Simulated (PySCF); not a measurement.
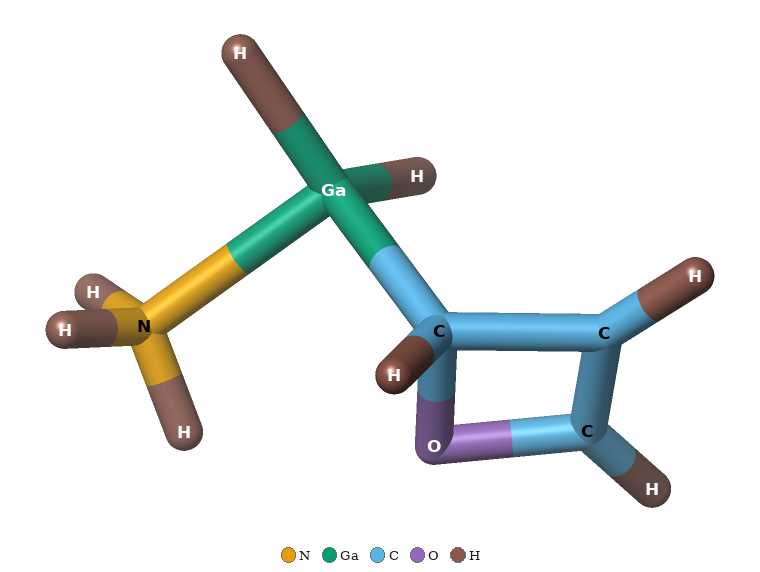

Computed geometry: GFN2-xTB optimisation. No frequency run is at hand to confirm it as a minimum. Method: ωB97X-D/def2-SVPD, gas phase (PySCF 2.14.0). Excitations: vertical, linear response.

**Estimate the LUMO energy (Kohn–Sham orbital).**

1.39 eV.

**Estimate the mean static polarisability.**

78.5 bohr³.

**Estimate the dipole moment.**

3.81 D.

**What is the lowest vertical singlet excitation?**

5.93 eV.

The geometry is semi-empirical. Around Ga such bond lengths and angles can be off by a tenth of an ångström or more and by several degrees, and values that hang on the shape move with them.
